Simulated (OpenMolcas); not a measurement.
# One shape, several levels: GeSiH4O2 (SMILES [OH][Ge][O][SiH3])

Wanted: a comparison of 6 runs (HF/3-21G, B3LYP/6-31G*, B3LYP/def2-SVP, BHLYP/def2-SVP, MP2/def2-SVP, CCSD(T)/def2-SVP) of GeSiH4O2. 

Program for the calculation: OpenMolcas 26.06.

1 further run of the same task is left out (set aside as unsound or not needed).

### 1 The molecule

GeSiH4O2 has 8 atoms, charge 0, and is taken as a singlet. As SMILES, `[OH][Ge][O][SiH3]`. The Si4–H6 distance was set to 2.674 Å, away from the relaxed value. At this shape a bond of the SMILES string is far longer than usual.

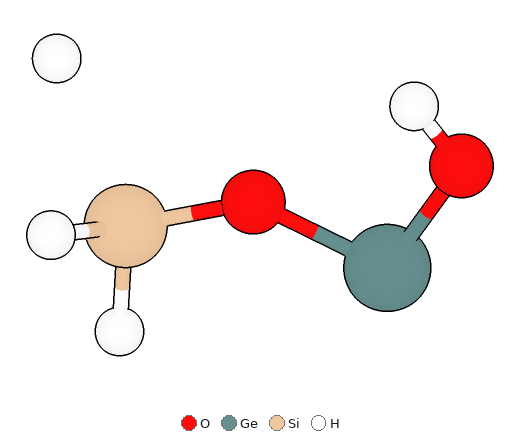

Viewed from a chosen angle; oxygen red, germanium teal, silicon light orange, hydrogen white.

### 2 A single-point energy at HF/3-21G (run 1)

File coord.xyz:

```xyz
8

O      2.474780     2.336426     0.650201
Ge     2.688580     0.733726    -0.080699
O      1.148980     0.031326     0.531701
Si     0.349580    -1.397974     0.444101
H      1.651880     2.408426     1.147301
H     -2.046000    -1.018000    -0.682500
H      1.113280    -2.383574    -0.371999
H      0.163880    -1.949674     1.811001
```

File run.input:

```
* GeH4O2Si Hartree-Fock
>>> EXPORT MOLCAS_PRINT=2
&GATEWAY
BasLib
$CurrDir
Coord
coord.xyz
Basis
3-21G
Group
NoSym
&SEWARD
&SCF
Thresholds
1e-10 1e-07 1e-07 1e-05
PrOrbitals
1 1
```

The basis set 3-21G is read from a file made from the Basis Set Exchange's data (not shown).

Launch:

```sh
export MOLCAS_MEM=1860
pymolcas run.input > run.log
```

The log of the run:

```text
--- Start Module: gateway ---
[...]
--- Stop Module: gateway /rc=_RC_ALL_IS_WELL_ ---
--- Start Module: seward ---
[...]
      Basis functions           61
--- Stop Module: seward /rc=_RC_ALL_IS_WELL_ ---
[...]
--- Start Module: scf ---
[...]
       Convergence after  13 Iterations
[...]
::    Total SCF energy                              -2503.9352019484
[...]
      Total spin, S                                     0.0000000000
[...]
      Total electronic charge=   66.000000
      Total            charge=   -0.000000
[...]
      Dipole Moment (debye):
      Origin of the operator (angstrom)=    1.9386    0.3628    0.1978
                   X=  1.4982E+00               Y= -1.1866E+00               Z=  6.8510E-01           Total=  2.0302E+00
      Quadrupole Moment (debye*angstrom):
[...]
--- Stop Module: scf /rc=_RC_ALL_IS_WELL_ ---
[...]
```

Wall time 4.2 s (1 thread of Intel Xeon Platinum 8259CL at 2.50GHz (Skylake/Cascade Lake), shared host); peak memory 0.4 GiB.

### 3 The energy at B3LYP/6-31G(d) (Cartesian functions) (run 2)

File job.input:

```
* GeH4O2Si Kohn-Sham DFT
>>> EXPORT MOLCAS_PRINT=2

&GATEWAY
  BASLIB = $CurrDir
  COORD
  8
  angstrom
  O        2.474780       2.336426       0.650201
  Ge       2.688580       0.733726      -0.080699
  O        1.148980       0.031326       0.531701
  Si       0.349580      -1.397974       0.444101
  H        1.651880       2.408426       1.147301
  H       -2.046000      -1.018000      -0.682500
  H        1.113280      -2.383574      -0.371999
  H        0.163880      -1.949674       1.811001
  BASIS = 6-31Gs
  GROUP = NoSym

&SEWARD
  GRIDINPUT
  Grid=UltraFine
  End of Grid

&SCF
  KSDFT = B3LYP
  THRESHOLDS = 1e-10 1e-07 1e-07 1e-05
  PRORBITALS = 1 2
```

The basis set 6-31G* is read from a file made from the Basis Set Exchange's data (not shown).

Launch:

```sh
export MOLCAS_MEM=1860
pymolcas job.input > job.log
```

The log of the run:

```text
--- Start Module: gateway ---
[...]
--- Stop Module: gateway /rc=_RC_ALL_IS_WELL_ ---
--- Start Module: seward ---
[...]
      Basis functions           92
--- Stop Module: seward /rc=_RC_ALL_IS_WELL_ ---
[...]
--- Start Module: scf ---
[...]
       Convergence after  18 Iterations
[...]
::    Total KS-DFT energy                           -2519.0765866621
[...]
      Total spin, S                                     0.0000000000
[...]
      Total electronic charge=   66.000000
      Total            charge=   -0.000000
[...]
      Dipole Moment (debye):
      Origin of the operator (angstrom)=    1.9386    0.3628    0.1978
                   X=  1.6929E+00               Y= -6.5765E-01               Z=  8.3682E-01           Total=  1.9997E+00
      Quadrupole Moment (debye*angstrom):
[...]
--- Stop Module: scf /rc=_RC_ALL_IS_WELL_ ---
[...]
```

Wall time 41 s (1 thread of Intel Xeon Platinum 8259CL at 2.50GHz (Skylake/Cascade Lake), shared host); peak memory 0.51 GiB.

Run 3 isn't shown in full; the table further down has it.

### 4 The energy at BHLYP/def2-SVP (run 4)

File input.xyz:

```xyz
8

O      2.474780     2.336426     0.650201
Ge     2.688580     0.733726    -0.080699
O      1.148980     0.031326     0.531701
Si     0.349580    -1.397974     0.444101
H      1.651880     2.408426     1.147301
H     -2.046000    -1.018000    -0.682500
H      1.113280    -2.383574    -0.371999
H      0.163880    -1.949674     1.811001
```

File job.input:

```
>>> EXPORT MOLCAS_PRINT=2

&GATEWAY
  BASLIB=$CurrDir
  COORD=input.xyz
  BASIS=def2-SVP
  GROUP=NoSym

&SEWARD
  GRIDINPUT
  Grid=UltraFine
  End of Grid

&SCF
  KSDFT=HYB_GGA_XC_BHANDHLYP
  THRESHOLDS=1e-10 1e-07 1e-07 1e-05
  PRORBITALS=1 2
```

The basis set def2-SVP is read from a file made from the Basis Set Exchange's data (not shown).

Launch:

```sh
export MOLCAS_MEM=1860
pymolcas job.input > job.log
```

The log of the run:

```text
--- Start Module: gateway ---
[...]
--- Stop Module: gateway /rc=_RC_ALL_IS_WELL_ ---
--- Start Module: seward ---
[...]
      Basis functions           98
--- Stop Module: seward /rc=_RC_ALL_IS_WELL_ ---
[...]
--- Start Module: scf ---
[...]
       Convergence after  16 Iterations
[...]
::    Total KS-DFT energy                           -2518.7351820051
[...]
      Total spin, S                                     0.0000000000
[...]
      Total electronic charge=   66.000000
      Total            charge=   -0.000000
[...]
      Dipole Moment (debye):
      Origin of the operator (angstrom)=    1.9386    0.3628    0.1978
                   X=  2.0869E+00               Y= -8.0545E-01               Z=  8.1808E-01           Total=  2.3818E+00
      Quadrupole Moment (debye*angstrom):
[...]
--- Stop Module: scf /rc=_RC_ALL_IS_WELL_ ---
[...]
```

It took 35 s on 1 thread of Intel Xeon Platinum 8259CL at 2.50GHz (Skylake/Cascade Lake), shared host; peak memory 0.55 GiB.

Run 5 isn't shown in full; the table further down has it.

### 5 A single-point energy at CCSD(T)/def2-SVP (Cholesky decomposition) (run 6)

File test.inp:

```
&GATEWAY
  BasLib = $CurrDir
  Coord
  8
  angstrom
  O        2.474780       2.336426       0.650201
  Ge       2.688580       0.733726      -0.080699
  O        1.148980       0.031326       0.531701
  Si       0.349580      -1.397974       0.444101
  H        1.651880       2.408426       1.147301
  H       -2.046000      -1.018000      -0.682500
  H        1.113280      -2.383574      -0.371999
  H        0.163880      -1.949674       1.811001
  Basis = def2-SVP
  Group = NoSym

&SEWARD
  High

&SCF
  Thresholds = 1e-10 1e-07 1e-07 1e-05
  PrOrbitals = 1 1

&CHCC
  Frozen = 16
  Threshold = 1e-08
  MaxIterations = 80

&CHT3
  Frozen = 16
```

The basis set def2-SVP is read from a file made from the Basis Set Exchange's data (not shown).

Launch:

```sh
export MOLCAS_MEM=1860
pymolcas test.inp > test.log
```

The log of the run:

```text
--- Start Module: gateway ---
[...]
--- Stop Module: gateway /rc=_RC_ALL_IS_WELL_ ---
[...]
      Basis functions           98
[...]
       Convergence after  15 Iterations
[...]
::    Total SCF energy                              -2515.8267598984
[...]
      Total spin, S                                     0.0000000000
[...]
      Total electronic charge=   66.000000
      Total            charge=   -0.000000
[...]
      Dipole Moment (debye):
      Origin of the operator (angstrom)=    1.9386    0.3628    0.1978
                   X=  2.4190E+00               Y= -1.0395E+00               Z=  9.6127E-01           Total=  2.8029E+00
      Quadrupole Moment (debye*angstrom):
[...]
--- Start Module: chcc ---
[...]
--- Stop Module: chcc /rc=_RC_ALL_IS_WELL_ ---
[...]
--- Start Module: cht3 ---
[...]
--- Stop Module: cht3 /rc=_RC_ALL_IS_WELL_ ---
[...]
```

It took 13 min on 1 thread of Intel Xeon Platinum 8259CL at 2.50GHz (Skylake/Cascade Lake), shared host; peak memory 0.15 GiB.

### 6 The series

| run | level | Cartesian functions | integration grid | energy (Eh) | dipole moment (D) of the reference | HOMO energy (eV) | LUMO energy (eV) | wall time |
| --- | --- | --- | --- | --- | --- | --- | --- | --- |
| 1 | HF/3-21G | no | – | -2503.935202 | 2.03 | -8.75 | 0.90 | 4.2 s |
| 2 | B3LYP/6-31G* (Cartesian functions) | yes | UltraFine | -2519.076587 | 2.00 | -6.55 | -2.48 | 41 s |
| 3 | B3LYP/def2-SVP | no | UltraFine | -2518.912276 | 2.19 | -6.60 | -2.58 | 48 s |
| 4 | BHLYP/def2-SVP | no | UltraFine | -2518.735182 | 2.38 | -7.62 | -1.52 | 35 s |
| 5 | MP2/def2-SVP | no | – | -2516.519990 | 2.80 | -8.91 | 0.78 | 16 s |
| 6 | CCSD(T)/def2-SVP (Cholesky decomposition) | no | – | -2516.578502 | 2.80 | -8.91 | 0.78 | 13 min |

### 7 Summary of results

| quantity | value |
| --- | --- |
| run 6: total energy | -2516.57850 Eh |
| run 6: dipole moment (mean-field density) | 2.80 D |
| run 6: HOMO energy (Hartree–Fock orbitals) | -8.91 eV |
| run 6: LUMO energy (Hartree–Fock orbitals) | 0.78 eV |
| run 6: HOMO–LUMO gap (Hartree–Fock orbitals) | 9.69 eV |
| run 6: correlation energy (16 core orbitals frozen) | -751.7 mEh |
| run 6: (T) correction | -22.59 mEh |

In words: Over runs 1, 2, 3, 4 the dipole moment (its size) runs from 2.00 D (B3LYP/6-31G*) to 2.38 D (BHLYP/def2-SVP). The two ends differ in method and basis. Over runs 1, 2, 3, 4 the HOMO–LUMO gap runs from 4.02 eV (B3LYP/def2-SVP) to 9.65 eV (HF/3-21G). Totals of different functionals can't be ranked against each other. In runs 1, 2, 3, 4, 5, 6 a closed-shell determinant meets a far-stretched bond, which it describes badly. All runs together took 15 min, the longest 13 min.
